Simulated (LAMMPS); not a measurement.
Consider Si (diamond structure), a cell 115 Å long along the (110) normal (4800 atoms) with 67 % of it melted and the whole then held at 1350 K and zero normal pressure in molecular dynamics.

Method: classical MD, pair style edip, file Si.edip; code LAMMPS.

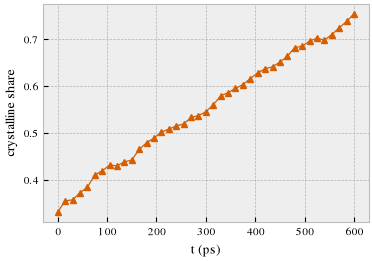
Fig. 1. Crystalline share against t (ps)

The data show:
- interface speed (growth positive): 3.88 ± 0.08 m/s
- direction: the crystal grows
